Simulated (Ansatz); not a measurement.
**Dielectric function and optical constants of SiNi**

What colour and refractive index does SiNi have at this level of theory? The cell comes from an older database entry, whose edges can differ from later determinations, mostly by under a per cent.

Program: Ansatz 0.2.0. Level of theory: DFT, PBE, plane-wave PAW, default files, scalar-relativistic, independent-particle optical response without local fields. Results are calculated unless marked as measured.

### 1. Set-up

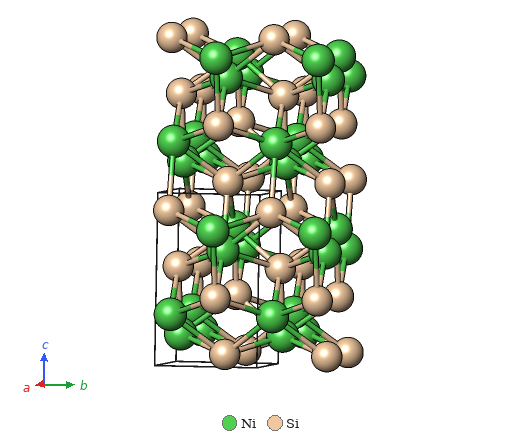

Start, viewed slightly off an axis; nickel green, silicon light orange. 2×2×2 cells are drawn.

### 2. Ground state and bands

First the ground state: is it a metal or has it a gap?

This step: DFT, PBE, plane-wave PAW, default files, scalar-relativistic, ground state (Ansatz 0.2.0).

Input file input.yaml:

```yaml
crystal:
  lattice:
    - [5.1731, 0.0, 0.0]
    - [0.0, 3.3381, 0.0]
    - [0.0, 0.0, 5.6049]
  atoms:
    - { symbol: Ni, position: [0.99221, 0.75, 0.81248] }
    - { symbol: Ni, position: [0.50779, 0.25, 0.31248] }
    - { symbol: Ni, position: [0.49221, 0.75, 0.68752] }
    - { symbol: Ni, position: [0.00779, 0.25, 0.18752] }
    - { symbol: Si, position: [0.67872, 0.25, 0.9175] }
    - { symbol: Si, position: [0.82128, 0.75, 0.4175] }
    - { symbol: Si, position: [0.17872, 0.25, 0.5825] }
    - { symbol: Si, position: [0.32128, 0.75, 0.0825] }
kpoints:
  mp_grid: { grid: [5, 7, 4] }
  band_path:
    path:
      - [[0.0, 0.0, 0.0], [0.0, -0.5, 0.0], [-0.5, -0.5, 0.0], [-0.5, 0.0, 0.0], [0.0, 0.0, 0.0], [0.0, 0.0, -0.5], [0.0, -0.5, -0.5], [-0.5, -0.5, -0.5], [-0.5, 0.0, -0.5], [0.0, 0.0, -0.5]]
      - [[-0.5, 0.0, 0.0], [-0.5, 0.0, -0.5]]
      - [[0.0, -0.5, -0.5], [0.0, -0.5, 0.0]]
      - [[-0.5, -0.5, 0.0], [-0.5, -0.5, -0.5]]
    npoints: 5
scf:
  occupations: { method: fermi_dirac, width: 0.05 }
  n_extra_bands: 12
hamiltonian:
  xc: pbe
  pseudopotentials: { kind: paw }
output:
  forces: true
  stress: true
  populations: true
  write_bands: true
  write_density: true
  write_potential: true
  elf: true
  volumetric_format: npy
```

Started as:

```
ansatz run input.yaml --threads 4 --pin off --max-ram 8192MiB --backend cpu --events-out ev --progress --plain --runs-dir out
```

Numbers of over 12 decimals in the logs are rounded to 6 here.

What it wrote:

```text
scf.n_extra_bands = 12 over 44 filled bands (N_el = 88.0): the run solves 56 bands
Engine: ansatz 0.2.0, aarch64-unknown-linux-gnu
Pseudopotentials: kind: paw
Pseudopotential: Ni, paw, valence charge 18, recommended cutoff 420 eV (normal), Ni.paw.azcp
Pseudopotential: Si, paw, valence charge 4, recommended cutoff 420 eV (normal), Si.paw.azcp
Functional definition: PBE
  parameter kappa = 0.804
  parameter beta = 0.066725
  exchange = pbe_x(kappa = kappa, mu = beta*pi^2/3)
  correlation = pbe_c(beta = beta)
Crystal: 8 atoms, lattice volume = 96.787 Å³
Basis set: ecut = 420 eV, 1905 PW (Γ), exchange–correlation on 72×48×80 points (8 copies of the dense FFT grid, shifted against one another)
Bands: 56, of which v1, the nominal top of the filled ones, is band 44 counted from 1 (43 counted from 0)
Symmetry: 8 space group operations
Space group: Pnma (ITA 62), of the structure as read, at distance tolerance 4.6e-5 Å
k-points: 36 of 140
Non-local potential: Ni, projectors of the file, l = 0: 3, l = 1: 2, l = 2: 3, l = 3: 1
Non-local potential: Si, projectors of the file, l = 0: 2, l = 1: 2, l = 2: 2
PAW form: soft (Blöchl's): semilocal exchange-correlation on the pseudo side does not see the compensation charge
PAW one-centre angular grid: Ni, 590 points (default); XC on 64 Gauss nodes
PAW one-centre angular grid: Si, 110 points (default); XC on 64 Gauss nodes
Initial density: superposition of atomic densities (neutral atoms: chi_scale 0, normalization atom), corrected by the library's trained network
Initial wavefunctions: pseudopotential atomic-orbital guess
Functional: x = pbe(κ = 0.804, μ = 0.219515), c = pbe(β = 0.066725)
SCF iter   1: F=—  HF=-25906.172533 eV  |F-HF|=—  |Δ(HF+E_count)|=         —  Δρ=3.23e-3  dr2=2.42e-3  ethr=1.77e-3  ⟨swp⟩=5.8  Hψ=7699  notcnv=0  defer=37
preconditioner: auto → Resta (q_TF=auto, 2.685 Å⁻¹)  ε∞=13.5  [insulator: Δε(μ)=0.184 eV  Ē_g=8.000 eV  σ=0.050 eV  W_gap=0.72  n_scr=38 (ndim 8)  ℏωp=28.2 eV  f_vac=0.000  D(μ)=0.98/eV (n_scr^D=4)  ε∞_Penn≈13.5]
SCF iter   2: F=—  HF=-25906.172805 eV  |F-HF|=—  |Δ(HF+E_count)|=   2.72e-4  Δρ=1.80e-3  dr2=1.07e-3  ethr=2.75e-6  ⟨swp⟩=2.0  Hψ=3881  notcnv=0  defer=78
SCF iter   3: F=—  HF=-25906.172995 eV  |F-HF|=—  |Δ(HF+E_count)|=   1.90e-4  Δρ=7.25e-4  dr2=2.90e-4  ethr=1.22e-6  ⟨swp⟩=2.0  Hψ=2663  notcnv=0  defer=78
SCF iter   4: F=—  HF=-25906.172960 eV  |F-HF|=—  |Δ(HF+E_count)|=   3.52e-5  Δρ=2.12e-4  dr2=2.88e-5  ethr=3.30e-7  ⟨swp⟩=2.3  Hψ=2509  notcnv=0  defer=78
SCF iter   5: F=—  HF=-25906.172959 eV  |F-HF|=—  |Δ(HF+E_count)|=   5.82e-7  Δρ=3.94e-5  dr2=1.37e-6  ethr=3.27e-8  ⟨swp⟩=2.2  Hψ=2870  notcnv=0  defer=78
SCF iter   6: F=-25906.172959 eV  HF=-25906.172959 eV  |F-HF|=4.22e-10  |Δ(HF+E_count)|=   1.29e-7  Δρ=8.36e-6  dr2=4.32e-8  ethr=1.14e-10  ⟨swp⟩=12.3  Hψ=15448  notcnv=0
SCF 1 converged in 6 iterations: F = -25906.172959 eV  dr2 = 4.32e-8
  greatest PAW one-centre occupation: 1.000 electrons in one spin orbital (limit 2), on the Ni atom at site 2 (counted from 0), in its partial waves of l = 1
NSCF: frozen V_eff on 64 k-points
SCF converged after 6 iterations
Free energy (F): -25906.172959 eV
Harris-Foulkes:  -25906.172959 eV  (|F-HF|=4.22e-10)
Internal energy: -25906.163673 eV  (E = F + TS)
E sigma→0 (E₀):  -25906.168316 eV
Entropy (-TS):   -0.009286 eV (-1.161 meV/atom)
Fermi energy:    14.752977 eV
--- Per-component energies (eV) ---
  E_band       = -1302.441154
  E_kinetic    = 1310.680914
  E_local      = -17841.582199  (includes V_loc(G=0)·N_el)
  E_nonlocal   = 2636.112446
  E_hartree    = 7669.545590
  E_xc         = -569.564020
  E_vxc        = -637.476392  (∫ρ·V_xc dr)
  E_paw        = -8568.243114  (= ΣΔE_a)
  E_vpaw       = -2109.293592  (= ΣTr[D̂ρ^β])
  E_aug_tail   = 0.002251  (compensation charges beyond the density's cutoff)
  E_ewald      = -10543.115540
  E_smearing   = -0.009286  (= −TS)
  E_closure    = -0.000000  (closes the sum)
  Σ components = -25906.172959   (vs F -25906.172959, Δ=0.00e0)
--- Forces (eV/Å), atoms counted from 1 ---
  atom   1  Ni    -0.02219238    -0.00000000    -0.04180940
  atom   2  Ni     0.02219238    -0.00000000    -0.04180940
  atom   3  Ni    -0.02219238     0.00000000     0.04180940
  atom   4  Ni     0.02219238     0.00000000     0.04180940
  atom   5  Si    -0.02262979    -0.00000000    -0.02720019
  atom   6  Si     0.02262979     0.00000000    -0.02720019
  atom   7  Si    -0.02262979    -0.00000000     0.02720019
  atom   8  Si     0.02262979     0.00000000     0.02720019
  max |Σ_I F_I| component: 1.39e-17 eV/Å
--- Stress (GPa, compression-positive) ---
        0.619540       0.000000      -0.000000
        0.000000       2.317818      -0.000000
       -0.000000      -0.000000       2.205942
  P = ⅓ Tr σ = 1.7144 GPa (17.144 kbar)
--- Band table (eV; the first three rows and the last of 36) ---
  k-point 0: bands = [... 40 lower, 12.8634, 13.5620, 13.7258, 13.7533, 15.2853, 15.9601, 18.1105, 18.7630, ... 8 higher]
  k-point 1: bands = [... 40 lower, 13.1917, 13.2925, 13.7865, 14.4747, 15.5873, 16.6838, 17.1941, 18.1777, ... 8 higher]
  k-point 2: bands = [... 40 lower, 13.2312, 13.2312, 14.4548, 14.4548, 15.7737, 15.7737, 18.0036, 18.0036, ... 8 higher]
  k-point 35: bands = [... 40 lower, 12.9186, 12.9186, 13.0286, 13.0286, 16.4896, 16.4896, 17.2435, 17.2435, ... 8 higher]
--- Löwdin populations: 8 sites ---
  site symbol       q [e]
     0     Ni     17.4952
     1     Ni     17.4952
     2     Ni     17.4952
     3     Ni     17.4952
     4     Si      4.2569
     5     Si      4.2569
     6     Si      4.2569
     7     Si      4.2569
  spilling = 0.011270 (of n_electrons = 88.000000)
```

Elapsed: 7.7 s, on 4 threads of Arm Neoverse V1, shared host; peak memory 0.55 GiB.

The column dr2 measures how far the density is from self-consistency, as an energy; F and HF (Harris–Foulkes) agree once it is small.

This run has no spin polarisation, although Ni can carry a moment.

This step gave:

* free energy: -25906.1730 eV
* Fermi energy: 14.75 eV
* electrons: 88
* symmetry operations: 8
* pressure: 1.714 GPa
* volume: 96.79 Å³
* gap on the path: 0 eV

There are states at the Fermi level within the smearing, so the occupations stay smeared and the carriers get a Drude term. The cell is left with a pressure of 1.7 GPa and forces up to 0.05 eV/Å, as it stands unrelaxed at this level.

The electronic bands at the labelled points (eV, zero at the Fermi level; # counts the bands kept):

```tsv
point	#25	#26	#27	#28	#29	#30	#31	#32
Γ	-1.89	-1.19	-1.03	-1.00	0.53	1.21	3.36	4.01
X	-1.87	-1.87	-1.46	-1.46	-0.62	-0.62	1.96	1.96
S	-1.72	-1.72	-1.72	-1.72	0.47	0.47	0.47	0.47
Y	-1.87	-1.87	0.90	0.90	1.15	1.15	3.74	3.74
Γ	-1.89	-1.19	-1.03	-1.00	0.53	1.21	3.36	4.01
Z	-1.52	-1.52	-0.30	-0.30	1.02	1.02	3.25	3.25
U	-1.96	-1.96	-1.72	-1.72	0.10	0.10	1.29	1.29
R	-1.88	-1.88	-1.88	-1.88	2.52	2.52	2.52	2.52
T	-1.13	-1.13	0.66	0.66	2.37	2.37	2.80	2.80
Z	-1.52	-1.52	-0.30	-0.30	1.02	1.02	3.25	3.25
jump to Y	-1.87	-1.87	0.90	0.90	1.15	1.15	3.74	3.74
T	-1.13	-1.13	0.66	0.66	2.37	2.37	2.80	2.80
jump to U	-1.96	-1.96	-1.72	-1.72	0.10	0.10	1.29	1.29
X	-1.87	-1.87	-1.46	-1.46	-0.62	-0.62	1.96	1.96
jump to S	-1.72	-1.72	-1.72	-1.72	0.47	0.47	0.47	0.47
R	-1.88	-1.88	-1.88	-1.88	2.52	2.52	2.52	2.52
```

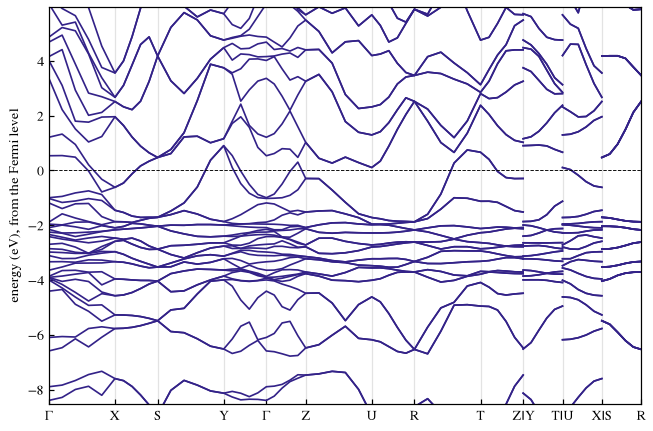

Electronic bands along the path.

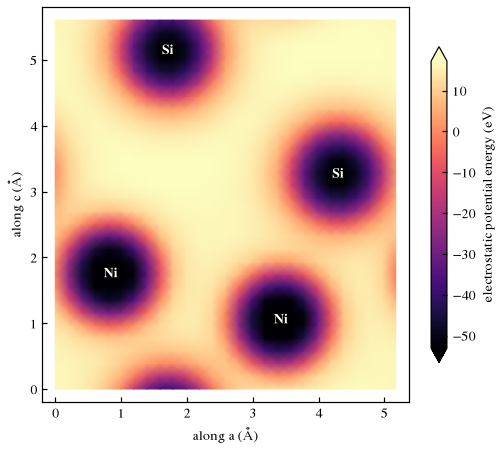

Electrostatic potential energy in the ac plane at fractional y = 0.250, with atoms of Ni and Si within 0.2 Å of it. With pseudopotentials it is smooth inside the atoms' cores, unlike the true potential. The map starts off the cell's origin, so that atoms lie inside it.

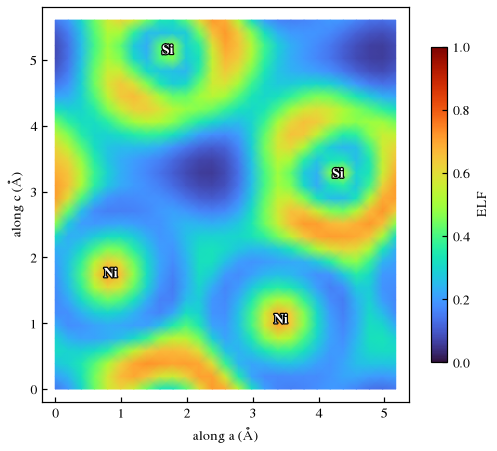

ELF in the ac plane at fractional y = 0.250, with atoms of Ni and Si within 0.2 Å of it. It is the smooth field of the valence electrons, not physical close to the nuclei. The map starts off the cell's origin, so that atoms lie inside it.

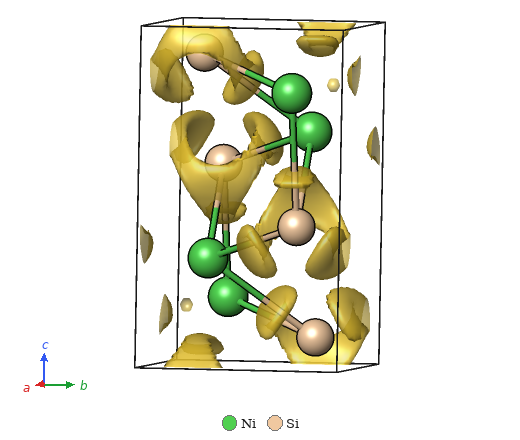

Surface of ELF = 0.69.

[end of part 1 of 2]

[Logs are printed without paths, hosts, clocks, repeated set-up lines and the standing remarks that a program may print on its own settings, such as how far it seeks lower states.]

[Hosts, paths, dates, database ids (printed as entryN), source tags and the programs' standing remarks are cut or masked in the printed files.]
